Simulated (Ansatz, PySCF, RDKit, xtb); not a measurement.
# Which structure has the formula CH7BN−?, part 2 of 2

Given the formula CH7BN− (charge -1) and nothing else, which arrangement of the atoms is the most stable in the gas at 400 K, and what are its properties?

xtb, Ansatz and PySCF; isolated molecules. Earlier steps stand in the parts before.

## Step 12: Putting it together

Energies in kcal/mol from c778a; G adds the thermal terms to the CCSD(T)/def2-SVPD + MP2/def2-TZVPPD - MP2/def2-SVPD energy. The columns left of the relaxed level are at the tight-binding geometries.

```tsv
label	SMILES	spin	GFN2-xTB	HF/STO-3G	r2SCAN-D4/def2-SVPD	PBE0-D3(BJ)/def2-SVPD	HF/def2-SVPD	MP2/def2-SVPD	CCSD(T)/def2-SVPD + MP2/def2-TZVPPD - MP2/def2-SVPD	G	share at equilibrium	T1
c778a	C[BH2-]N	singlet	0.0	0.0	0.0	0.0	0.0	0.0	0.0	0.0	100.0 %	0.011
c106a	[BH3-]NC	singlet	-4.9	8.5	12.6	12.4	12.0	14.4	14.0	14.0	< 0.1 %	0.011
c450a	[BH3-]CN	singlet	4.2	14.1	17.9	17.5	18.9	20.2	18.7	19.4	< 0.1 %	0.011
```

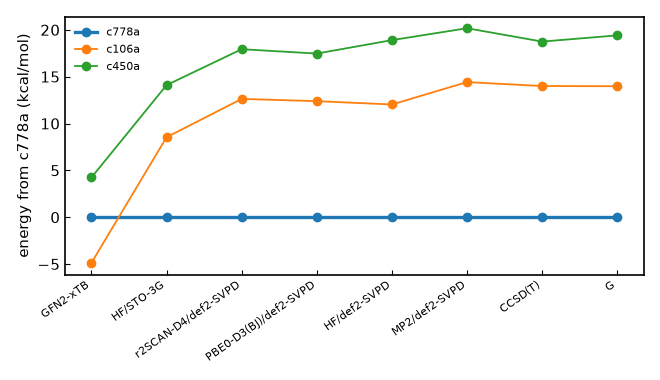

The finalists at each level, measured from c778a.

Lowest found: c778a, `C[BH2-]N`, a singlet of point group C1. Bond lengths: C1–B2 1.640 Å, B2–N3 1.561 Å, C1–H4 1.109 Å, C1–H5 1.107 Å, C1–H6 1.106 Å, B2–H7 1.272 Å, B2–H8 1.256 Å, N3–H9 1.018 Å, N3–H10 1.020 Å. Some angles: C1–B2–N3 109.7°, C1–B2–H7 108.5°, C1–B2–H8 110.2°, N3–B2–H7 113.0°, N3–B2–H8 108.4°, B2–C1–H4 112.0°, B2–C1–H5 111.6°, B2–C1–H6 112.4°, B2–N3–H9 111.0°, B2–N3–H10 110.5°.

```xyz
10

C    -1.5692    0.7013    0.2090
B    -0.3923   -0.3069    0.7444
N     0.8124    0.5270    1.2816
H    -1.2143    1.3552   -0.6140
H    -1.9269    1.3733    1.0131
H    -2.4479    0.1547   -0.1820
H    -0.0706   -1.0922   -0.2030
H    -0.8279   -1.0219    1.6808
H     1.5364   -0.0792    1.6606
H     1.2636    1.0327    0.5198
```

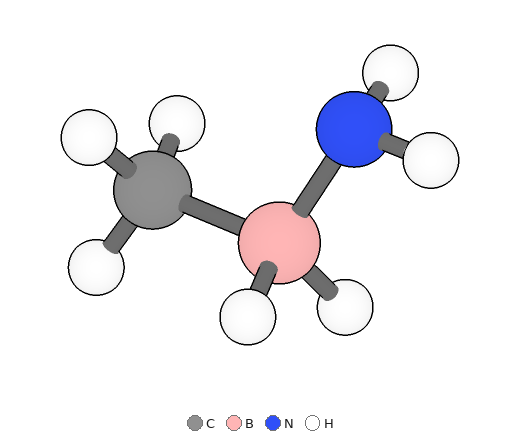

The lowest structure found, seen from a chosen angle (carbon grey, boron pink, nitrogen blue, hydrogen white).

## Step 13: Density, orbitals and dipole (PBE0/def2-TZVPD)

The input, input.yaml:

```yaml
crystal:
  periodic: [false, false, false]
  atoms:
    - {symbol: C, position_ang: [-1.569150, 0.701327, 0.208959]}
    - {symbol: B, position_ang: [-0.392316, -0.306925, 0.744354]}
    - {symbol: N, position_ang: [0.812358, 0.527010, 1.281584]}
    - {symbol: H, position_ang: [-1.214259, 1.355189, -0.614042]}
    - {symbol: H, position_ang: [-1.926922, 1.373286, 1.013070]}
    - {symbol: H, position_ang: [-2.447890, 0.154709, -0.181993]}
    - {symbol: H, position_ang: [-0.070584, -1.092163, -0.203045]}
    - {symbol: H, position_ang: [-0.827944, -1.021874, 1.680798]}
    - {symbol: H, position_ang: [1.536420, -0.079221, 1.660584]}
    - {symbol: H, position_ang: [1.263555, 1.032723, 0.519804]}
basis:
  gaussian:
    orbitals: def2-TZVPD
total_charge: -1
hamiltonian:
  xc: {name: PBE0}
output: {forces: true, orbitals: {seedname: orbitals}}
```

On the command line:

```sh
$ ansatz run input.yaml --threads 2 --pin off --max-ram 4350MiB --events-out events.jsonl --progress --plain --runs-dir runs
```

Standard output (excerpt; [...] marks lines left out):

```text
Warning: RAYON_NUM_THREADS=2 ignored (pool sized by the plan → 2); use --threads N
Functional definition: PBE0
  name "PBE0"
[...]
875 factors; their error is unknown
[...]
mean field -3315.54062898 eV, -121.8438707610 hartree, gradient 1.4e-5 eV, S^2 0.000000; 0 other end points of the search recorded, 0 dependent functions left out
[...]
reference -3315.54067587 eV, -121.8438724840 hartree; 13, 13 occupied and 161, 161 virtual orbitals, 875 factors
Total energy: -3315.54067587 eV, -121.8438724840 hartree
Atom 0 at    -1.569150     0.701327     0.208959 Å, force    -0.100278     0.090701    -0.039832 eV/Å
Atom 1 at    -0.392316    -0.306925     0.744354 Å, force    -0.074942    -0.170888    -0.021200 eV/Å
Atom 2 at     0.812358     0.527010     1.281584 Å, force     0.128264     0.031290    -0.009630 eV/Å
Atom 3 at    -1.214259     1.355189    -0.614042 Å, force    -0.072425    -0.118195     0.147898 eV/Å
Atom 4 at    -1.926922     1.373286     1.013070 Å, force     0.057177    -0.123575    -0.162549 eV/Å
Atom 5 at    -2.447890     0.154709    -0.181993 Å, force     0.169040     0.107652     0.077471 eV/Å
Atom 6 at    -0.070584    -1.092163    -0.203045 Å, force    -0.045538     0.100830     0.110133 eV/Å
Atom 7 at    -0.827944    -1.021874     1.680798 Å, force     0.067686     0.102017    -0.127322 eV/Å
Atom 8 at     1.536420    -0.079221     1.660584 Å, force    -0.082912     0.054004    -0.057181 eV/Å
Atom 9 at     1.263555     1.032723     0.519804 Å, force    -0.046071    -0.073836     0.082212 eV/Å
Dipole moment:     0.166988     0.367384    -0.151085 e Å
```

Wall time 2.8 s (2 threads of Arm Neoverse V2, shared host).

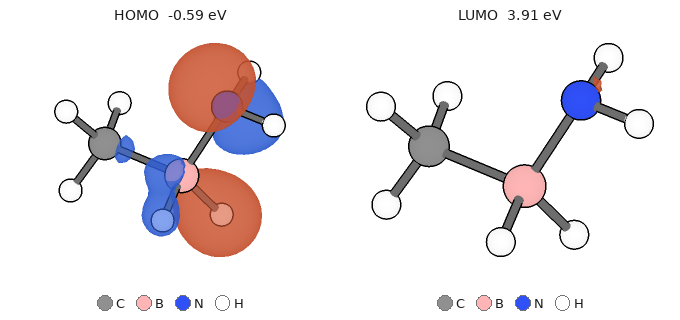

Frontier orbitals of this run, surfaces at ±0.2 Å^-3/2.

## Step 14: Frequencies after a tight-binding relaxation (GFN2-xTB)

The input, start.xyz:

```xyz
10
c778a
C     -1.569150     0.701327     0.208959
B     -0.392316    -0.306925     0.744354
N      0.812358     0.527010     1.281584
H     -1.214259     1.355189    -0.614042
H     -1.926922     1.373286     1.013070
H     -2.447890     0.154709    -0.181993
H     -0.070584    -1.092163    -0.203045
H     -0.827944    -1.021874     1.680798
H      1.536420    -0.079221     1.660584
H      1.263555     1.032723     0.519804
```

On the command line:

```sh
$ xtb start.xyz --gfn 2 --ohess tight --chrg -1
```

Standard output (excerpt; [...] marks lines left out):

```text
* xtb version 6.7.1
[...]
          :  # basis functions                  19          :
[...]
          :  # electrons                        20          :
[...]
          :  Hamiltonian                  GFN2-xTB          :
[...]
          :  net charge                         -1          :
          :  unpaired electrons                  0          :
[...]
   *** convergence criteria satisfied after 10 iterations ***
[...]
   *** GEOMETRY OPTIMIZATION CONVERGED AFTER 9 ITERATIONS ***
[...]
   *** convergence criteria satisfied after 3 iterations ***
[...]
         ::                     SUMMARY                     ::
         :::::::::::::::::::::::::::::::::::::::::::::::::::::
         :: total energy             -10.038744607302 Eh    ::
         :: gradient norm              0.000376884379 Eh/a0 ::
         :: HOMO-LUMO gap             11.242633135286 eV    ::
         ::.................................................::
         :: SCC energy               -10.149138314353 Eh    ::
         :: -> isotropic ES            0.173233705788 Eh    ::
         :: -> anisotropic ES          0.017552231658 Eh    ::
         :: -> anisotropic XC          0.006088457437 Eh    ::
         :: -> dispersion             -0.006059571414 Eh    ::
         :: repulsion energy           0.110393707051 Eh    ::
         :: add. restraining           0.000000000000 Eh    ::
         :: total charge              -1.000000000000 e     ::
         :::::::::::::::::::::::::::::::::::::::::::::::::::::
[...]
        10        2.0000           -0.1229592              -3.3459 (HOMO)
        11                          0.2901999               7.8967 (LUMO)
[...]
molecular dipole:
                 x           y           z       tot (Debye)
 q only:        0.859       0.147      -1.409
   full:        0.957       0.202      -1.754       5.105
molecular quadrupole (traceless):
[...]
          | TOTAL ENERGY              -10.038744607314 Eh   |
          | TOTAL ENTHALPY             -9.951752465755 Eh   |
          | TOTAL FREE ENERGY          -9.983781333828 Eh   |
          | GRADIENT NORM               0.000376805729 Eh/α |
[...]
```

It took 0.079 s on 2 threads of Arm Neoverse V2, shared host.

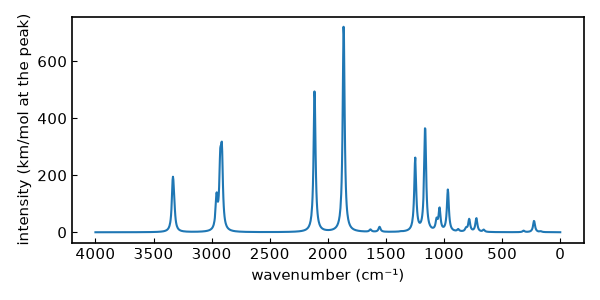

Harmonic infrared spectrum, unscaled, lines broadened by 10 cm⁻¹.

## Step 15: Electronic excitations (TD-PBE0/def2-SVPD)

An in-house driver calls PySCF's response routines at TD-PBE0/def2-SVPD; it has no typed input.

Standard output:

```text
coarse grid: 7576 points
cycle   1  E = -121.5801122453  dE = -9.774e-02  |g| = 6.211e-01  |ddm| = 3.341e+00
cycle   2  E = -121.4463836883  dE =  1.337e-01  |g| = 9.636e-01  |ddm| = 6.244e+00
cycle   3  E = -121.7037642612  dE = -2.574e-01  |g| = 6.880e-02  |ddm| = 4.562e+00
cycle   4  E = -121.7046662780  dE = -9.020e-04  |g| = 3.715e-02  |ddm| = 3.138e-01
cycle   5  E = -121.7049931336  dE = -3.269e-04  |g| = 5.086e-03  |ddm| = 7.584e-02
cycle   6  E = -121.7050000762  dE = -6.943e-06  |g| = 1.613e-03  |ddm| = 1.672e-02
final grid: 71016 points
cycle   7  E = -121.7177909762  dE = -1.620e-05  |g| = 6.880e-03  |ddm| = 6.664e-02
cycle   8  E = -121.7177804629  dE =  1.051e-05  |g| = 9.504e-03  |ddm| = 4.229e-02
cycle   9  E = -121.7178030068  dE = -2.254e-05  |g| = 6.083e-04  |ddm| = 2.451e-02
cycle  10  E = -121.7178030942  dE = -8.741e-08  |g| = 1.261e-04  |ddm| = 2.126e-03
cycle  11  E = -121.7178030979  dE = -3.672e-09  |g| = 3.056e-05  |ddm| = 2.599e-04
cycle  12  E = -121.7178030982  dE = -2.864e-10  |g| = 7.018e-06  |ddm| = 9.107e-05
converged SCF energy = -121.7178030982

Static polarisability (au): isotropic 55.884, principal 52.501 55.704 59.447

Singlet excitations
state   eV       nm        f      main configurations
  1   4.1380    299.6   0.00218   H->L 0.97
  2   5.0821    244.0   0.01629   H->L+1 0.96
  3   5.5815    222.1   0.04738   H->L+2 0.77, H-1->L 0.19
  4   5.7324    216.3   0.00533   H-1->L 0.80, H->L+2 0.19
  5   6.3421    195.5   0.03617   H-2->L 0.59, H->L+3 0.26, H-1->L+1 0.11
  6   6.4169    193.2   0.04394   H->L+3 0.68, H-2->L 0.24
  7   6.5203    190.2   0.07861   H-1->L+1 0.85, H-2->L 0.14
  8   6.8131    182.0   0.01902   H->L+4 0.87

Triplet excitations (Tamm-Dancoff, eV): 3.9545 4.9718 5.3366
```

Run time: 4.5 s. Hardware: 2 threads of Arm Neoverse V2, shared host.

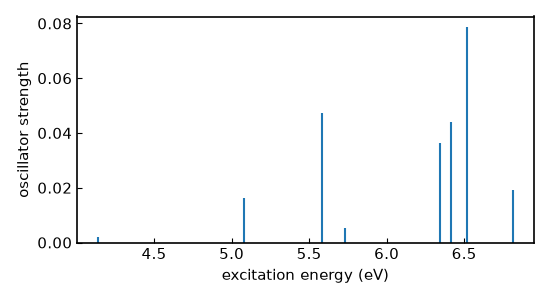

Vertical excitations as sticks.

The roots found:

```tsv
excited state	energy (eV)	strength
1	4.138	0.0022
2	5.082	0.0163
3	5.582	0.0474
4	5.732	0.0053
5	6.342	0.0362
6	6.417	0.0439
7	6.520	0.0786
8	6.813	0.0190
```

## Step 16: NMR shieldings (GIAO PBE0/pcSseg-1)

An in-house driver calls PySCF's response routines at GIAO PBE0/pcSseg-1; it has no typed input.

Standard output:

```text
coarse grid: 7576 points
cycle   1  E = -121.6393179266  dE = -6.954e-02  |g| = 6.394e-01  |ddm| = 2.460e+00
cycle   2  E = -121.5623293478  dE =  7.699e-02  |g| = 8.719e-01  |ddm| = 2.148e+00
cycle   3  E = -121.7627392984  dE = -2.004e-01  |g| = 5.816e-02  |ddm| = 1.271e+00
cycle   4  E = -121.7634085419  dE = -6.692e-04  |g| = 2.902e-02  |ddm| = 8.211e-02
cycle   5  E = -121.7635959586  dE = -1.874e-04  |g| = 5.181e-03  |ddm| = 2.919e-02
cycle   6  E = -121.7636022667  dE = -6.308e-06  |g| = 1.698e-03  |ddm| = 6.208e-03
final grid: 71016 points
cycle   7  E = -121.7768094028  dE = -1.646e-05  |g| = 7.019e-03  |ddm| = 1.499e-02
cycle   8  E = -121.7768010155  dE =  8.387e-06  |g| = 9.239e-03  |ddm| = 1.611e-02
cycle   9  E = -121.7768216133  dE = -2.060e-05  |g| = 4.206e-04  |ddm| = 9.213e-03
cycle  10  E = -121.7768216498  dE = -3.651e-08  |g| = 1.408e-04  |ddm| = 5.235e-04
cycle  11  E = -121.7768216542  dE = -4.379e-09  |g| = 1.624e-05  |ddm| = 1.217e-04
cycle  12  E = -121.7768216542  dE = -7.313e-11  |g| = 2.870e-06  |ddm| = 2.660e-05
converged SCF energy = -121.7768216542

GIAO shielding tensors (ppm)
atom      isotropic    diamagn.    paramagn.     s11        s22        s33       span
  0 C      173.083     245.943     -72.860    163.535    172.568    183.147     19.612
  1 B      118.443     182.383     -63.941    107.177    115.132    133.019     25.842
  2 N      236.465     311.689     -75.224    203.039    239.338    267.020     63.981
  3 H       32.041      31.312       0.729     29.478     30.270     36.375      6.897
  4 H       31.599      30.289       1.311     28.917     29.120     36.760      7.843
  5 H       31.811      30.627       1.184     28.961     29.213     37.261      8.300
  6 H       28.721      30.061      -1.340     25.238     28.974     31.951      6.712
  7 H       29.022      29.734      -0.711     26.664     28.801     31.601      4.937
  8 H       32.795      31.658       1.137     26.009     30.478     41.897     15.887
  9 H       33.767      32.122       1.645     27.199     32.644     41.458     14.259
```

Wall time 2.8 s (2 threads of Arm Neoverse V2, shared host).

Isotropic shieldings, averaged over atoms that the bond graph makes equivalent (absolute, not shifts):

```tsv
atoms	shielding (ppm)
C1	173.1
B2	118.4
N3	236.5
H4, H5, H6	31.82
H7, H8	28.87
H9, H10	33.28
```

## Step 17: One electron fewer at the same geometry (PBE0/def2-TZVPD)

Changes to input.yaml since step 13:

```diff
@@ -5,3 +5,3 @@
     - {symbol: B, position_ang: [-0.392316, -0.306925, 0.744354]}
-    - {symbol: N, position_ang: [0.812358, 0.527010, 1.281584]}
+    - {symbol: "N", position_ang: [0.812358, 0.527010, 1.281584]}
     - {symbol: H, position_ang: [-1.214259, 1.355189, -0.614042]}
@@ -14,7 +14,4 @@
 basis:
-  gaussian:
-    orbitals: def2-TZVPD
-total_charge: -1
-hamiltonian:
-  xc: {name: PBE0}
-output: {forces: true, orbitals: {seedname: orbitals}}
+  gaussian: {orbitals: def2-TZVPD}
+magnetization: {spin_polarized: true, initial_magnetization: 1}
+hamiltonian: {xc: pbe0}
```

On the command line:

```sh
$ ansatz run input.yaml --threads 2 --pin off --max-ram 4350MiB --events-out events.jsonl --progress --plain --runs-dir runs
```

Standard output:

```text
Warning: RAYON_NUM_THREADS=2 ignored (pool sized by the plan → 2); use --threads N
[... 2 set-up lines as earlier in the session ...]
  parameter a = 0.25
  parameter kappa = 0.804
  parameter beta = 0.06672455060314922
  exchange = (1 - a)*pbe_x(kappa = kappa, mu = beta*pi^2/3) + a*exact_x
  correlation = pbe_c(beta = beta)
875 factors; their error is unknown
mean field evaluation 1: about -3303.9377 eV, gradient 4.5e1 eV
mean field evaluation 2: about -3295.4976 eV, gradient 5.9e1 eV
mean field evaluation 4: about -3312.6737 eV, gradient 6.4e0 eV
mean field evaluation 8: about -3312.8680 eV, gradient 3.0e-1 eV
mean field evaluation 16: about -3312.8571 eV, gradient 8.9e-4 eV
mean field -3312.85709236 eV, -121.7452526089 hartree, gradient 2.7e-5 eV, S^2 0.758747; 2 other end points of the search recorded, 0 dependent functions left out
reference -3312.85712956 eV, -121.7452539761 hartree; 13, 12 occupied and 161, 162 virtual orbitals, 875 factors
Total energy: -3312.85712956 eV, -121.7452539761 hartree
```

Wall time 5.4 s (2 threads of Arm Neoverse V2, shared host).

Difference from the parent: 2.68 eV.

## Step 18: The triplet at the same geometry (PBE0/def2-TZVPD)

The input, input.yaml:

```yaml
crystal:
  periodic: [false, false, false]
  atoms:
    - symbol: C
      position_ang: [-1.569150, 0.701327, 0.208959]
    - symbol: B
      position_ang: [-0.392316, -0.306925, 0.744354]
    - symbol: "N"
      position_ang: [0.812358, 0.527010, 1.281584]
    - symbol: H
      position_ang: [-1.214259, 1.355189, -0.614042]
    - symbol: H
      position_ang: [-1.926922, 1.373286, 1.013070]
    - symbol: H
      position_ang: [-2.447890, 0.154709, -0.181993]
    - symbol: H
      position_ang: [-0.070584, -1.092163, -0.203045]
    - symbol: H
      position_ang: [-0.827944, -1.021874, 1.680798]
    - symbol: H
      position_ang: [1.536420, -0.079221, 1.660584]
    - symbol: H
      position_ang: [1.263555, 1.032723, 0.519804]
basis:
  gaussian:
    orbitals: def2-TZVPD
total_charge: -1
magnetization:
  spin_polarized: true
  initial_magnetization: 2
hamiltonian:
  xc: {name: PBE0}
```

On the command line:

```sh
$ ansatz run input.yaml --threads 2 --pin off --max-ram 4350MiB --events-out events.jsonl --progress --plain --runs-dir runs
```

Standard output (excerpt; [...] marks lines left out):

```text
Warning: RAYON_NUM_THREADS=2 ignored (pool sized by the plan → 2); use --threads N
[... 2 set-up lines as earlier in the session ...]
[...]
875 factors; their error is unknown
[...]
a density is far from that of the atoms, so the factors are made again for it
1251 factors; integrals over basis functions are off by at most 9.3e-4 eV
mean field -3312.09321736 eV, -121.7171807205 hartree, gradient 2.1e-5 eV, S^2 2.008681; 0 other end points of the search recorded, 0 dependent functions left out
reference -3312.09325429 eV, -121.7171820777 hartree; 14, 12 occupied and 160, 162 virtual orbitals, 1251 factors
Total energy: -3312.09325429 eV, -121.7171820777 hartree
```

Wall time 19 s (2 threads of Arm Neoverse V2, shared host); peak memory 0.49 GiB.

It lies 3.45 eV above the singlet.

## Step 19: Stability of the closed-shell solution (PBE0/def2-SVP)

The input, input.py:

```python
from pyscf import gto, dft

mol = gto.M(
    atom='''
C     -1.569150     0.701327     0.208959
B     -0.392316    -0.306925     0.744354
N      0.812358     0.527010     1.281584
H     -1.214259     1.355189    -0.614042
H     -1.926922     1.373286     1.013070
H     -2.447890     0.154709    -0.181993
H     -0.070584    -1.092163    -0.203045
H     -0.827944    -1.021874     1.680798
H      1.536420    -0.079221     1.660584
H      1.263555     1.032723     0.519804
''',
    spin=0,
    verbose=3,
    charge=-1,
    max_memory=3100,
    basis='def2-svp',
)

calc0 = dft.RKS(mol, xc='pbe0')
calc0 = calc0.density_fit(auxbasis='def2-universal-jkfit')
calc0.max_cycle = 100
calc0.grids.level = 3
calc0.kernel()
if not calc0.converged:
    calc0 = calc0.newton().run(calc0.mo_coeff, calc0.mo_occ)

energy = calc0.e_tot
print(f'total energy: {energy:.8f} hartree')
mo_i, mo_e, stable_i, stable_e = calc0.stability(internal=True, external=True, return_status=True)
print('stable: internal', stable_i, 'external', stable_e)
```

On the command line:

```sh
$ OMP_NUM_THREADS=2 python input.py
```

Standard output:

```text
converged SCF energy = -121.696217440305
total energy: -121.69621744 hartree
<class 'pyscf.df.df_jk.DFRKS'> wavefunction is stable in the internal stability analysis
<class 'pyscf.df.df_jk.DFRKS'> wavefunction is stable in the real -> complex stability analysis
<class 'pyscf.df.df_jk.DFRKS'> wavefunction is stable in the RHF/RKS -> UHF/UKS stability analysis
stable: internal True external True
```

Wall time 34 s (2 threads of Arm Neoverse V2, shared host); peak memory 0.48 GiB.

## Step 20: Summary of results

The summary covers parts 1 to 2.

| quantity | value |
| --- | --- |
| lowest structure found | C[BH2-]N, singlet, C1 |
| next finalist | [BH3-]NC, singlet, 14.0 kcal/mol higher in G |
| share at equilibrium, among the finalists | 100.0 % |
| funnel | 6 starts, 6 minima at GFN2-xTB, 8 screening runs, 3 relaxed, 3 ranked |
| CPU time of all runs | 16 min |
| harmonic wavenumbers, lowest and highest (PBE0-D3(BJ)/def2-SVPD) | 209 and 3582 cm⁻¹ |
| rotational constants, same geometry | 0.9706, 0.2622, 0.2311 cm⁻¹ |
| HOMO energy (PBE0/def2-TZVPD) | -0.59 eV |
| LUMO energy (PBE0/def2-TZVPD) | 3.91 eV |
| HOMO–LUMO gap (to an unbound level, set by the basis) (PBE0/def2-TZVPD) | 4.51 eV |
| lowest excitation (TD-PBE0/def2-SVPD) | 4.14 eV (f = 0.002) |
| strongest of the states computed, same level | 6.52 eV (f = 0.079) |
| lowest triplet excitation, same level, Tamm-Dancoff | 3.95 eV |
| vertical detachment energy | 2.68 eV |
| vertical triplet less singlet | +3.45 eV |

What this shows: The lowest structure found is `C[BH2-]N`. Among the finalists first place is clear (14.0 kcal/mol); structures outside the list aren't covered. HF/STO-3G, r2SCAN-D4/def2-SVPD, PBE0-D3(BJ)/def2-SVPD, HF/def2-SVPD and MP2/def2-SVPD already put its bonding pattern lowest among the structures in one piece; GFN2-xTB favours the singlet [BH3-]NC. The largest share of the time went into the vibrations (39 %). In an anion, excitations above the detachment energy lie in the continuum and hang on the basis, so they needn't be bound states. The search is not exhaustive (a finite list of starts, one conformer a finalist), so a lower isomer can't be ruled out. Patterns outside the rules of the enumeration were met only by chance.
